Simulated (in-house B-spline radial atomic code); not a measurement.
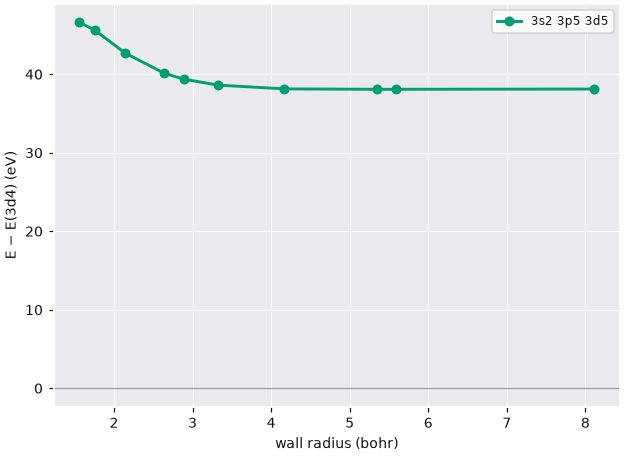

V⁺ (Z = 23, 22 electrons) in the configuration [Ar] 3d4 (open shells shared over both j by 2j + 1). It is put inside a hard spherical wall of varying radius. All numbers are computed, not measured: Dirac-Coulomb LDA (Slater, VWN5), spherical fractional occupations, Fermi nucleus, hard spherical wall, basis-set limit (an in-house B-spline radial code). The plot shows the energy of another filling against the starting one at the same radius.

Question: Does confinement change the order of these fillings?

Answer: Against 3d4: 3s2 3p5 3d5 lies 38.1 eV above it at 8.11 bohr and never crosses it, ending at 46.6 eV at 1.56 bohr. At the tightest wall the lowest of the fillings run is 3d4; others weren't tried.
